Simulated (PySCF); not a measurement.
```xyz
2

In    0.0000    0.0000   -0.5208
P     0.0000    0.0000    1.9322
```

Core potentials replace the inner electrons of In.

All numbers below come from PySCF 2.14.0, PBE0/def2-SVPD, non-relativistic Hamiltonian with scalar-relativistic core potentials where named, at a bond length of 2.453 Å.

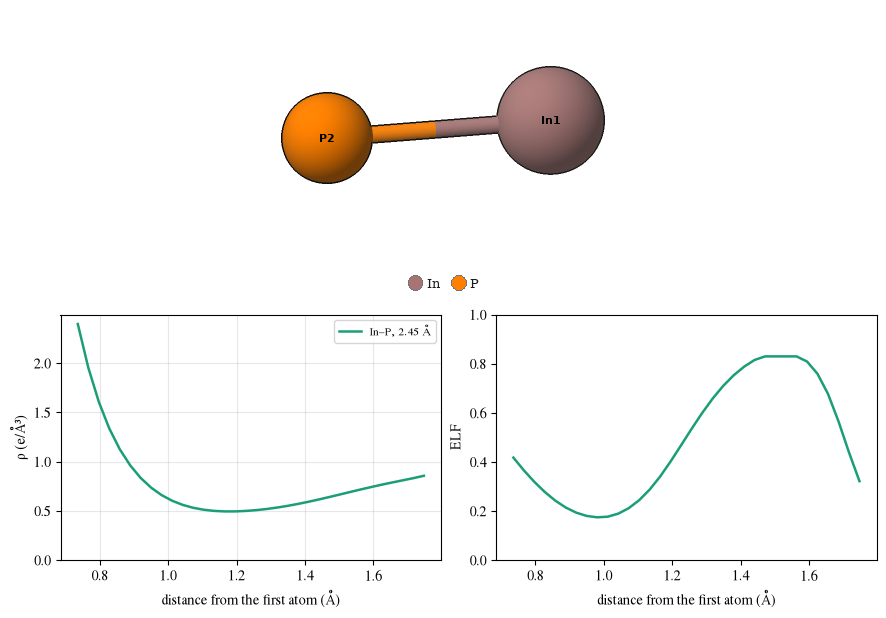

InP (charge −1, doublet). Electron density and ELF along straight lines between neighbouring atoms. The curves leave out the atomic cores. The structure is drawn too.

**What can be read from the curves?**

In–P (2.45 Å): ρ at the midpoint is about 0.5 e/Å³; the ELF peaks at about 0.85 in the valence shell of P, 1.0 Å from its nucleus, and drops to about 0.15 between the two atoms.
